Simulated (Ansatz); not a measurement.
The calculation's input:

```
crystal:
  lattice:
    - [0.0, 2.6653096508, 2.6653096508]
    - [2.6653096508, 0.0, 2.6653096508]
    - [2.6653096508, 2.6653096508, 0.0]
  atoms:
    - { symbol: H, position: [0.5803995643, 0.5803995643, 0.2588013072] }
    - { symbol: H, position: [0.5803995643, 0.2588013072, 0.5803995643] }
    - { symbol: H, position: [0.2588013072, 0.5803995643, 0.5803995643] }
    - { symbol: H, position: [0.5803995643, 0.5803995643, 0.5803995643] }
    - { symbol: S, position: [0.0, 0.0, 0.0] }
    - { symbol: O, position: [0.25, 0.25, 0.25], spin: -0.25 }
basis:
  ecutwfc: 420
kpoints:
  mp_grid: { grid: [12, 12, 12] }
hamiltonian:
  xc: pbe
  dispersion: d3bj
scf:
  occupations: { method: gaussian, width: 0.1 }
output:
  forces: true
  stress: true
  eigenvalues: true
  populations: true
  write_density: true
  write_potential: true
  elf: true
  volumetric_format: npy
magnetization:
  spin_polarized: true
relax:
  adjacent_minimum: "off"
  f_tol: 0.01
  max_steps: 80
  cell: { stress_tol: 0.05 }
```

Launched as:

```sh
ansatz run input.yaml --threads 1 --pin off --max-ram 2560MiB --backend cpu --events-out ev --progress --plain --runs-dir out
```

Below, planes, directions and counts refer to the conventional cell (a = 5.34 Å, b = 5.34 Å, c = 5.34 Å, α = 90.00°, β = 90.00°, γ = 90.00°).

Space group F-43m; a structure generated by program, which may or may not match a known phase; the program warned that a starting moment wasn't kept; spin-polarised, but the moments vanished.

Level of theory: Ansatz 0.2.0, DFT PBE+D3(BJ), scalar-relativistic, plane waves, PAW.

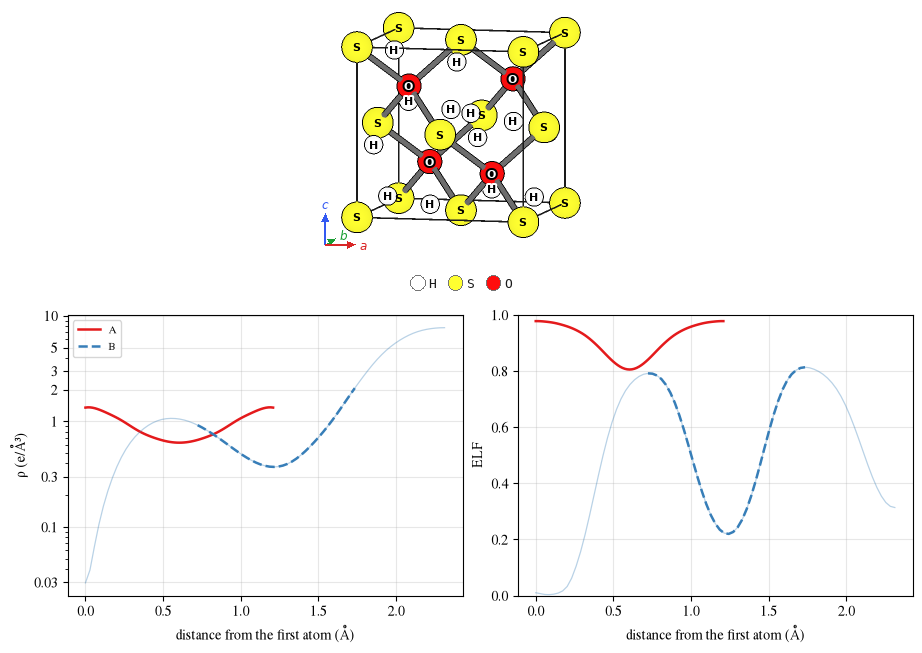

H4SO. Valence electron density and electron localisation function along straight lines between neighbouring atoms. Thin, pale parts lie inside the atomic spheres. The structure is drawn too.

Core electrons are frozen (PAW), and the valence fields are smoothed inside the atomic spheres.

**Which curve belongs to which contact (H–H and S–O)? The first atom named is at distance zero.**

Curve A: H–H (1.21 Å): ρ is about 0.63 e/Å³ halfway; the ELF is about 0.80 at the midpoint. Curve B: S–O (2.31 Å): ρ at the midpoint is about 0.38 e/Å³; the ELF is about 0.25 at the midpoint (no shared electron pair shows on this line).
